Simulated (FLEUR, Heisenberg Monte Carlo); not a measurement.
# Exchange couplings of MnO (Manganosite) with FLEUR

One state of MnO (Manganosite) is converged without symmetry. Force theorems then give its exchange couplings.

Main program and level: FLEUR MaX-R8.1; LDA (VWN) with U = 4 eV on Mn d; all-electron FLAPW, Dirac cores, scalar-relativistic bands.

## (1) The structure

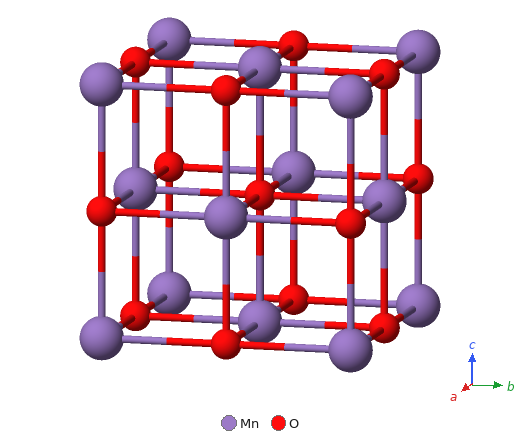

Start, viewed slightly off an axis; manganese light purple, oxygen red. This picture shows the conventional cell, with its axes. Some periodic images of atoms are drawn too.

As a file:

```
Mn O
1.0
     0.00000    2.22300    2.22300
     2.22300    0.00000    2.22300
     2.22300    2.22300    0.00000
Mn O
1 1
Direct
  0.00000 0.00000 0.00000
  0.50000 0.50000 0.50000
```

## (2) The magnetic state

The force theorems are single passes in this state's potential, so it has to be converged first. A Hubbard U acts on the open shell, since semilocal functionals spread its electrons too much.

No symmetry is used, so that later steps may turn the spins freely; k and −k are joined. inpgen writes inp.xml from crystal.txt; cutoffs, mixing, functional, smearing and local orbitals are then set in the file. The k list scf (kpts.xml, not shown) is a Γ-centred 8×8×8 mesh; where the ranks do not divide the number of points, some are split in two of half the weight.

File inp.xml:

```
<?xml version="1.0" encoding="UTF-8" standalone="no"?>
<fleurInput fleurInputVersion="0.39">
   <comment>
      MnO
   </comment>
   <calculationSetup>
      <cutoffs Kmax="4.05" Gmax="12.1" GmaxXC="12.1" numbands="0"/>
      <scfLoop itmax="130" minDistance="0.0001" maxIterBroyd="15" imix="Anderson" alpha="0.05" precondParam="0.0" spinf="2.0" sdNocoIR="T"/>
      <coreElectrons ctail="F" frcor="F" kcrel="0" coretail_lmax="0"/>
      <xcFunctional name="vwn" relativisticCorrections="F"/>
      <magnetism jspins="2" l_noco="F" l_ss="F">
         <qss>0.0 0.0 0.0</qss>
         <mtNocoParams l_mperp="F" l_mtNocoPot="F" l_relaxSQA="F" mag_mixing_scheme="0" mix_RelaxWeightOffD="1.0" l_constrained="F" mix_constr="1.0"/>
         <sourceFreeMag l_sourceFree="F" l_scaleMag="F" mag_scale="1.0"/>
      </magnetism>
      <soc l_soc="F" theta="0.0" phi="0.0" spav="F"/>
      <expertModes spex="0" secvar="F"/>
      <geometryOptimization l_f="F" forcealpha="1.0" forcemix="BFGS" epsdisp="0.00001" epsforce="0.00001"/>
      <ldaU l_linMix="F" mixParam="0.05" spinf="1.0"/>
   </calculationSetup>
   <cell>
      <bzIntegration valenceElectrons="21.0" mode="hist" fermiSmearingEnergy="0.00183747">
         <kPointListSelection listName="scf"/>
         <xi:include xmlns:xi="http://www.w3.org/2001/XInclude" href="kpts.xml"> </xi:include>
      </bzIntegration>
      <xi:include xmlns:xi="http://www.w3.org/2001/XInclude" href="sym.xml"> </xi:include>
      <bulkLattice scale="1.0">
         <bravaisMatrix>
            <row-1>    0.0000000000000000     4.2008611749857998     4.2008611749857998</row-1>
            <row-2>    4.2008611749857998     0.0000000000000000     4.2008611749857998</row-2>
            <row-3>    4.2008611749857998     4.2008611749857998     0.0000000000000000</row-3>
         </bravaisMatrix>
      </bulkLattice>
   </cell>
   <atomSpecies>
      <species name="Manganese 4.500" element="Mn" atomicNumber="25">
         <mtSphere radius="2.62" gridPoints="867" logIncrement="0.014"/>
         <atomicCutoffs lmax="10" lnonsphr="8"/>
         <electronConfig flipSpins="F">
            <coreConfig>(1s1/2) (2s1/2) (2p1/2) (2p3/2)</coreConfig>
            <valenceConfig>(3s1/2) (3p1/2) (3p3/2) (4s1/2) (3d3/2) (3d5/2)</valenceConfig>
            <stateOccupation state="(3d3/2)" spinUp="1.75" spinDown="0.25"/>
            <stateOccupation state="(3d5/2)" spinUp="3.0" spinDown="0.0"/>
         </electronConfig>
         <energyParameters s="4" p="4" d="3" f="4"/>
         <ldaU l="2" U="4.0" J="0.0" l_amf="F"/>
         <lo type="SCLO" l="0" n="3" eDeriv="0"/>
         <lo type="SCLO" l="1" n="3" eDeriv="0"/>
      </species>
      <species name="Oxygen (O)" element="O" atomicNumber="8">
         <mtSphere radius="1.48" gridPoints="489" logIncrement="0.022"/>
         <atomicCutoffs lmax="6" lnonsphr="4"/>
         <electronConfig flipSpins="F">
            <coreConfig>(1s1/2)</coreConfig>
            <valenceConfig>(2s1/2) (2p1/2) (2p3/2)</valenceConfig>
            <stateOccupation state="(2p1/2)" spinUp="0.666667" spinDown="0.666667"/>
            <stateOccupation state="(2p3/2)" spinUp="1.333333" spinDown="1.333333"/>
         </electronConfig>
         <energyParameters s="2" p="2" d="3" f="4"/>
      </species>
   </atomSpecies>
   <atomGroups>
      <atomGroup species="Manganese 4.500">
         <relPos label="                   1">.0000000000 .0000000000 .0000000000</relPos>
         <force calculate="T" relaxXYZ="TTT"/>
         <nocoParams  alpha="0.0" beta="0.0"/>
      </atomGroup>
      <atomGroup species="Oxygen (O)">
         <relPos label="                   2">1.000/2.000 1.000/2.000 1.000/2.000</relPos>
         <force calculate="T" relaxXYZ="TTT"/>
         <nocoParams  alpha="0.0" beta="0.0"/>
      </atomGroup>
   </atomGroups>
   <output dos="F" band="F" slice="F">
      <bandDOS minEnergy="-.5*Htr" maxEnergy="0.5*Htr" sigma="0.015" storeEVData="T"/>
      <plotting iplot="0" polar="F">
         <plot TwoD="T" vec1="  1.0  0.0  0.0" vec2="  0.0  1.0  0.0" vec3="  0.0  0.0  1.0" zero="  0.0  0.0  0.0" file="plot"/>
      </plotting>
      <moessbauerParams electricFieldGradient="F" isomerShift="F" coreHyperfine="F" valenceHyperfine="F"/>
   </output>
</fleurInput>
```

File crystal.txt:

```
MnO
&input film=F cartesian=F /
0.00000000000  2.22300000000  2.22300000000
2.22300000000  0.00000000000  2.22300000000
2.22300000000  2.22300000000  0.00000000000
1.8897261246
1.0 1.0 1.0

2
25 0.00000000000  0.00000000000  0.00000000000 : 4.500
8 0.50000000000  0.50000000000  0.50000000000

&kpt div1=8 div2=8 div3=8 gamma=T /
```

Launch:

```sh
OMP_NUM_THREADS=1 inpgen -f crystal.txt -nosym -noco > inpgen.log  # inp.xml is then edited as shown
OMP_NUM_THREADS=1 mpirun -n 4 fleur_MPI > fleur.log
```

The program printed:

```text
Welcome to FLEUR        (www.flapw.de)
      MaX-Release 8.1          (www.max-centre.eu)

 ========== k-point set info ==========
 Selected k-point list: scf
 k-point list type: mesh
 0 x 0 x 0
 Number of k points: 260

 ------------Calculation Setup---------------------------
 Number of MPI-tasks      :            4
 Number of PE/node        :            4
 Number of OMP-threads    :            1
 k-points in parallel     :            4
 pe's per k-point         :            1
 No of k-point loops      :           65
 Eigenvalue solver        :       lapack
 Number of basis functions:          188
 Approximate size of matrices (H+S) per k-point:         0.001 GB
 --------------------------------------------------------
 no density matrix found ... skipping LDA+U
 Complex matrix made real
 Complex matrix made real
 Reset of history
 Iteration:     1   Distance:      20.32614617 me/bohr^3
 Iteration:     2   Distance:      18.58748952 me/bohr^3
 Iteration:     3   Distance:      15.95006727 me/bohr^3
 Iteration:     4   Distance:       8.30145433 me/bohr^3
 Iteration:     5   Distance:       6.41340829 me/bohr^3
 Iteration:     6   Distance:       2.75727460 me/bohr^3
 Iteration:     7   Distance:       0.63460023 me/bohr^3
 Iteration:     8   Distance:       0.57656872 me/bohr^3
 Iteration:     9   Distance:       0.10986619 me/bohr^3
 Iteration:    10   Distance:       0.08480203 me/bohr^3
 Iteration:    11   Distance:       0.01784440 me/bohr^3
 Iteration:    12   Distance:       0.02692849 me/bohr^3
 Iteration:    13   Distance:       0.00482733 me/bohr^3
 Iteration:    14   Distance:       0.00479241 me/bohr^3
 Iteration:    15   Distance:       0.00027043 me/bohr^3
 Iteration:    16   Distance:       0.00004513 me/bohr^3

 ********************************************************************
 Run finished successfully
 Stop message:
   all done
 ********************************************************************

--- out.xml (last complete iteration) ---
<iteration numberForCurrentRun="   16" overallNumber="   16">
         [... left out ...]
         <bandgap value="0.3019539973" units="eV"/>
         <sumValenceSingleParticleEnergies value="-12.9889851137" units="Htr"/>
         <FermiEnergy value="0.2940259606" units="Htr"/>
         <valenceDensity>
            <mtCharges spin="1">
               <mtCharge atomType="1" total="9.4345001" s="1.1877826" p="3.2322786" d="4.9319017" f="0.0576729"/>
               <mtCharge atomType="2" total="2.4447887" s="0.7409525" p="1.6981157" d="0.0049559" f="0.0006421"/>
            </mtCharges>
            <mtCharges spin="2">
               <mtCharge atomType="1" total="4.7304757" s="1.1494752" p="3.2025666" d="0.3085127" f="0.0485196"/>
               <mtCharge atomType="2" total="2.2871383" s="0.7200444" p="1.5664801" d="0.0005379" f="0.0000536"/>
            </mtCharges>
            <spinDependentCharge spin="1" total="13.0000000" interstitial="1.1207111" mtSpheres="11.8792889"/>
            <spinDependentCharge spin="2" total="8.0000000" interstitial="0.9823860" mtSpheres="7.0176140"/>
            <totalCharge value="21.0000000000"/>
         </valenceDensity>
         [... left out ...]
         <allElectronCharges>
            <spinDependentCharge spin="1" total="19.0000000" interstitial="1.1207114" mtSpheres="17.8792886"/>
            <spinDependentCharge spin="2" total="14.0000000" interstitial="0.9823862" mtSpheres="13.0176138"/>
            <totalCharge value="33.0000000003"/>
         </allElectronCharges>
         <magneticMomentsInMTSpheres units="muBohr">
            <globalMagMoment atomType="1" vec="0.00000   0.00000   4.70402"/>
            <localMagMoment atomType="1" vec="0.00000   0.00000   4.70402"/>
            <globalMagMoment atomType="2" vec="0.00000   0.00000   0.15765"/>
            <localMagMoment atomType="2" vec="0.00000   0.00000   0.15765"/>
         </magneticMomentsInMTSpheres>
         <moessbauerParams unitsHFF="kG" unitsIS="e/bohr^3" unitsEFG="Htr/bohr^2">
         </moessbauerParams>
         <totalEnergy value="    -1231.3183434177" units="Htr">
            <sumOfEigenvalues value="     -708.2801072060">
               <coreElectrons value="-695.2911220923"/>
               <valenceElectrons value="-12.9889851137"/>
            </sumOfEigenvalues>
            <densityCoulombPotentialIntegral value="-1875.7528346512"/>
            <densityEffectivePotentialIntegral value="-1952.9277142426"/>
            <chargeDenXCDenIntegral value="-58.3389959824"/>
            <FockExchangeEnergyValence value="0.0000000000"/>
            <FockExchangeEnergyCore value="0.0000000000"/>
            <atomTypeDependentContributions atomType="1">
               <electronNucleiInteractionDifferentMTs value="1381.2151241755"/>
               <MadelungTerm value="-7.9301176545"/>
            </atomTypeDependentContributions>
            <atomTypeDependentContributions atomType="2">
               <electronNucleiInteractionDifferentMTs value="86.6148525183"/>
               <MadelungTerm value="-4.3502038174"/>
            </atomTypeDependentContributions>
            <dftUCorrection value="-0.3597610192"/>
            <tkbTimesEntropy value="0.0000059862"/>
            <freeEnergy value="-1231.3183494039"/>
            <extrapolationTo0K value="-1231.3183464108"/>
         </totalEnergy>
         <ldaUDensityMatrix>
            <densityMatrixFor spin="1" atomType="1" uIndex="1" l="2" U="4.00000000" J="0.00000000">
               (+0.99122,+0.00000) (+0.00000,+0.00000) (+0.00000,+0.00000) (+0.00000,+0.00000) (+0.02421,+0.00000)
               (+0.00000,+0.00000) (+0.96701,+0.00000) (+0.00000,+0.00000) (+0.00000,+0.00000) (+0.00000,+0.00000)
               (+0.00000,+0.00000) (+0.00000,+0.00000) (+1.01543,+0.00000) (+0.00000,+0.00000) (+0.00000,+0.00000)
               (+0.00000,+0.00000) (+0.00000,+0.00000) (+0.00000,+0.00000) (+0.96701,+0.00000) (+0.00000,+0.00000)
               (+0.02421,+0.00000) (+0.00000,+0.00000) (+0.00000,+0.00000) (+0.00000,+0.00000) (+0.99122,+0.00000)
            </densityMatrixFor>
            <densityMatrixFor spin="2" atomType="1" uIndex="1" l="2" U="4.00000000" J="0.00000000">
               (+0.06998,+0.00000) (+0.00000,+0.00000) (+0.00000,+0.00000) (+0.00000,+0.00000) (+0.04138,+0.00000)
               (+0.00000,+0.00000) (+0.02860,+0.00000) (+0.00000,+0.00000) (+0.00000,+0.00000) (+0.00000,+0.00000)
               (+0.00000,+0.00000) (+0.00000,+0.00000) (+0.11136,+0.00000) (+0.00000,+0.00000) (+0.00000,+0.00000)
               (+0.00000,+0.00000) (+0.00000,+0.00000) (+0.00000,+0.00000) (+0.02860,+0.00000) (+0.00000,+0.00000)
               (+0.04138,+0.00000) (+0.00000,+0.00000) (+0.00000,+0.00000) (+0.00000,+0.00000) (+0.06998,+0.00000)
            </densityMatrixFor>
         </ldaUDensityMatrix>
         <ldaUDensityMatrixConvergence>
            <distance spin="1" distance="0.000000"/>
            <distance spin="2" distance="0.000001"/>
         </ldaUDensityMatrixConvergence>
         <densityConvergence units="me/bohr^3">
            <chargeDensity spin="1" distance="0.0000271619"/>
            <chargeDensity spin="2" distance="0.0000336549"/>
            <overallChargeDensity distance="0.0000451335"/>
            <spinDensity distance="0.0000412773"/>
         </densityConvergence>
      </iteration>
```

Wall time 60 s (4 MPI ranks of Arm Neoverse V1, shared host); peak memory 0.52 GiB.

Spin moment in the muffin-tin sphere by atom:

```tsv
atom	spin moment in the muffin-tin sphere (μB)
Mn1	4.70
O2	0.16
```

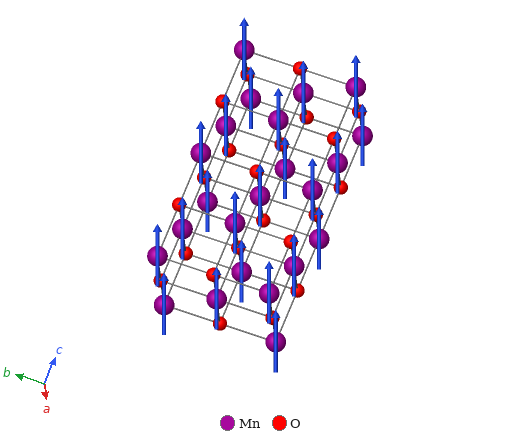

Spin moment in the muffin-tin sphere as arrows, the longest 4.70 μB. Up and down stand for the sign. Arrows give size and sign along the axis of quantisation, drawn up and down the page. 1×1×2 conventional cells are drawn. Some periodic images of atoms are drawn too.

This step gave:

```
free energy                                                       : -33505.8792 eV
program's band gap on this mesh (in a metal only a level spacing) : 0.3020 eV
magnetization                                                     : 5 μB
final state                                                       : ferromagnetic
```

After 16 cycles the largest moment stands at 4.70 μB.

## (3) Cone spirals

A narrow cone is a small rotation, for which the force theorem holds; spirals of any q fit in this cell.

All spins tilt by 10° and precess with wavevector q. The points are the irreducible ones of a 4×4×4 mesh. The k list spirals (kpts.xml, not shown) is a Γ-centred 8×8×8 mesh.

inp.xml, as its differences from that of step 2:

```diff
@@ -7,6 +7,6 @@
       <cutoffs Kmax="4.05" Gmax="12.1" GmaxXC="12.1" numbands="0"/>
-      <scfLoop itmax="130" minDistance="0.0001" maxIterBroyd="15" imix="Anderson" alpha="0.05" precondParam="0.0" spinf="2.0" sdNocoIR="T"/>
+      <scfLoop itmax="1" minDistance="0.0001" maxIterBroyd="15" imix="Anderson" alpha="0.05" precondParam="0.0" spinf="2.0" sdNocoIR="T"/>
       <coreElectrons ctail="F" frcor="F" kcrel="0" coretail_lmax="0"/>
       <xcFunctional name="vwn" relativisticCorrections="F"/>
-      <magnetism jspins="2" l_noco="F" l_ss="F">
+      <magnetism jspins="2" l_noco="T" l_ss="T">
          <qss>0.0 0.0 0.0</qss>
@@ -22,3 +22,3 @@
       <bzIntegration valenceElectrons="21.0" mode="hist" fermiSmearingEnergy="0.00183747">
-         <kPointListSelection listName="scf"/>
+         <kPointListSelection listName="spirals"/>
          <xi:include xmlns:xi="http://www.w3.org/2001/XInclude" href="kpts.xml"> </xi:include>
@@ -65,3 +65,3 @@
          <force calculate="T" relaxXYZ="TTT"/>
-         <nocoParams  alpha="0.0" beta="0.0"/>
+         <nocoParams  alpha="0.0" beta="0.1745329"/>
       </atomGroup>
@@ -70,3 +70,3 @@
          <force calculate="T" relaxXYZ="TTT"/>
-         <nocoParams  alpha="0.0" beta="0.0"/>
+         <nocoParams  alpha="0.0" beta="0.1745329"/>
       </atomGroup>
@@ -80,2 +80,14 @@
    </output>
+   <forceTheorem>
+      <spinSpiralDispersion>
+         <q>0.00000000 0.00000000 0.00000000</q>
+         <q>0.00000000 0.00000000 0.25000000</q>
+         <q>0.00000000 0.00000000 0.50000000</q>
+         <q>0.00000000 0.25000000 0.25000000</q>
+         <q>0.00000000 0.25000000 0.50000000</q>
+         <q>0.00000000 0.25000000 -0.25000000</q>
+         <q>0.00000000 0.50000000 0.50000000</q>
+         <q>0.25000000 0.50000000 -0.25000000</q>
+      </spinSpiralDispersion>
+   </forceTheorem>
 </fleurInput>
```

Launch:

```sh
OMP_NUM_THREADS=1 mpirun -n 4 fleur_MPI -warn_only > fleur.log
```

The program printed:

```text
[banner, memory and clock lines left out]
Welcome to FLEUR        (www.flapw.de)
      MaX-Release 8.1          (www.max-centre.eu)
 qss = 0 ; not a spin-spiral!

 ========== k-point set info ==========
 Selected k-point list: spirals
 k-point list type: mesh
 0 x 0 x 0
 Number of k points: 512

 [... set-up left out ...]
 ********************************************************************
 Run finished successfully
 Stop message:
   Forcetheorem:SpinSpiralDispersion
 ********************************************************************

--- out.xml (force theorem) ---
<Forcetheorem_SSDISP qvectors="8" units="Htr">
            <Entry q="1" ev-sum="-12.9889712"/>
            <Entry q="2" ev-sum="-12.9890128"/>
            <Entry q="3" ev-sum="-12.9890396"/>
            <Entry q="4" ev-sum="-12.9890106"/>
            <Entry q="5" ev-sum="-12.9890291"/>
            <Entry q="6" ev-sum="-12.9890331"/>
            <Entry q="7" ev-sum="-12.9890135"/>
            <Entry q="8" ev-sum="-12.9890232"/>
         </Forcetheorem_SSDISP>
```

Run time: 1.7 min. Hardware: 4 MPI ranks; peak memory 0.51 GiB; 6.7 min of CPU time.

Spiral energies, by row:

```tsv
q1	q2	q3	band energy less that at q = 0 (meV a cell)
0	0	0	0
0	0	0.25	-1.132
0	0	0.5	-1.861
0	0.25	0.25	-1.072
0	0.25	0.5	-1.576
0	0.25	-0.25	-1.684
0	0.5	0.5	-1.151
0.25	0.5	-0.25	-1.415
```

## (4) Couplings in real space

Energy differences over sin² of the cone give J(q); symmetry fills the mesh, and a Fourier sum gives the pairs.

Table of the J, nearest shells first. Convention: E = -sum over ordered pairs of J e_i.e_j, unit vectors; induced moments turn with the spiral.

```tsv
from	to	distance (Å)	count	J (meV)
Mn1	Mn	3.14	12	-1.87
Mn1	Mn	4.45	6	-2.98
Mn1	Mn	5.45	24	-0.241
```

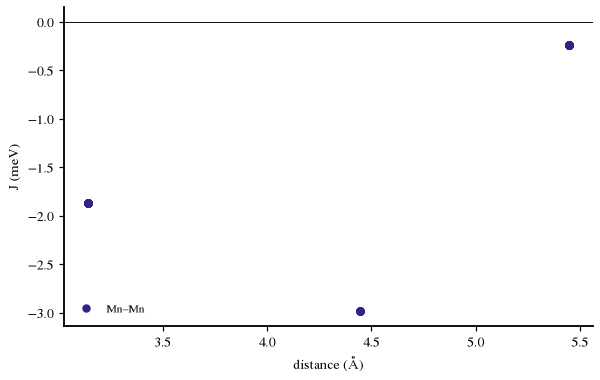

The J against distance.

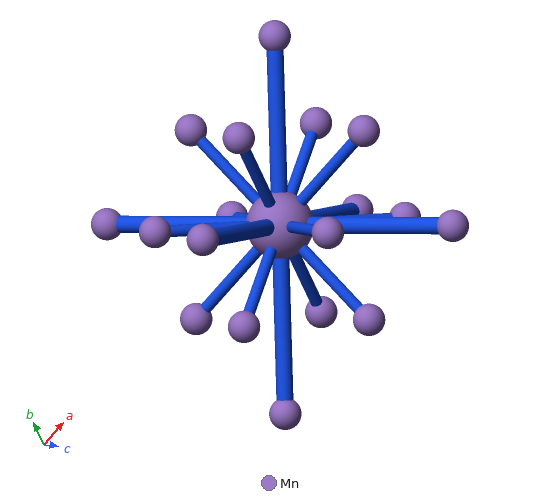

Couplings from atom Mn1 (the large sphere): red positive, blue negative, thicker for larger size. Couplings under 12 % of the largest, and all beyond 4.45 Å, are left out.

Pairs that symmetry makes alike are averaged. Farther pairs are folded with their periodic images: they enter the temperatures but not the table.

Derived from these couplings:

```
distance up to which pairs are told from their periodic images                      : 6.288 Å
largest imaginary part left by the Fourier sum                                      : 9.44e-16 meV
wavevector of the mean-field order                                                  : 0, 0, 0.5 reciprocal lattice
energy of the cheapest spiral on the q mesh, over sin² of its cone, a magnetic atom : -61.73 meV
its wavevector                                                                      : 0, 0, 0.5 reciprocal lattice
ordering temperature, mean field                                                    : 105.1 K
```

## (5) Finite temperature

Classical unit spins on 8×8×8 cells (512 spins), 92 couplings a spin. Heat-bath moves, cooled from random spins, 300 sweeps to settle and 800 measured at each temperature, averaged over 4 runs.

The job ended after 7.5 s (4 threads; 30 s of CPU time).

```tsv
T (K)	net moment	heat capacity (k_B a spin)
15.8	0.01	0.99
21.0	0.01	1.05
26.3	0.01	1.13
31.5	0.01	1.18
36.8	0.01	1.38
42.0	0.01	1.29
47.3	0.01	1.57
52.6	0.01	1.59
57.8	0.01	1.80
63.1	0.01	1.38
68.3	0.02	1.02
73.6	0.02	0.74
78.8	0.02	0.63
84.1	0.02	0.54
89.3	0.02	0.47
94.6	0.02	0.47
99.8	0.02	0.38
105	0.02	0.37
110	0.02	0.31
```

The cooled spins do not end in the run's own pattern, so only the heat capacity marks where order grows.

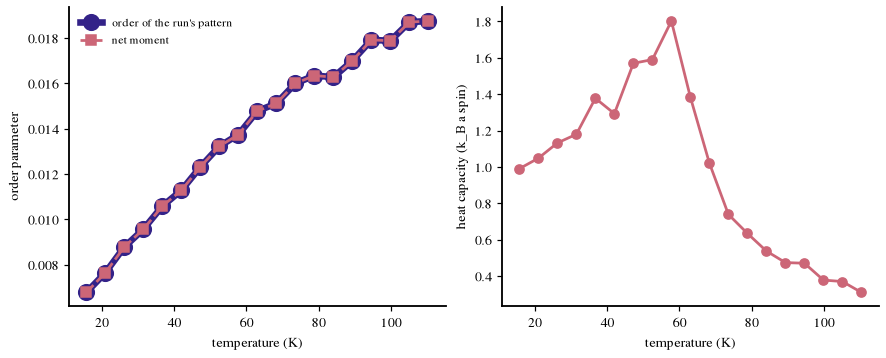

Order parameter and heat capacity against temperature.

## (6) What came out

- reference state, unstable against spirals: ferromagnetic
- largest sphere moment: 4.70 μB
- J, nearest shell (E = −Σ J e·e, ordered pairs): -1.87 meV
- largest J: -2.98 meV at 4.45 Å
- ordering temperature, mean field: 105 K
- heat-capacity peak in Monte Carlo, interpolated: 55.3 K

In words: At the wavevector of the mean-field order the listed pairs alone give a mean-field temperature of 138 K, so folded far pairs weigh much and the q mesh is too coarse for these temperatures. A rotation at q = (0, 0, 0.5) lowers the energy, so by its own couplings the state is not the lowest. The couplings rotate rigid moments in a frozen potential; induced moments turn with the spiral and are folded in. Far couplings hang on the mesh, in metals near ones too. Monte Carlo puts the peak at 0.53 of the mean-field temperature; besides fluctuations, rival orders and the fit of the order to the finite box enter that ratio. On cooling the model does not settle into the pattern of the DFT state; its strongest order lies at q = (0.5, 0.5, 0.5). Temperatures are for classical spins; for spin S a factor (S+1)/S is a common correction. The state was typed, and no other order was converged beside it, so it need not be the ground state.

[Logs and program files are shortened in this print: banners, set-up blocks, solver, clock and traceback lines can be left out without a mark of their own.]

[Logs are printed without paths, hosts, clocks, repeated set-up lines and the standing remarks that a program may print on its own settings, such as how far it seeks lower states.]

[Hosts, paths, dates, database ids (printed as entryN), source tags and the programs' standing remarks are cut or masked in the printed files.]

[Where a cell is said to come from a database of computed structures, the database is the Materials Project.]
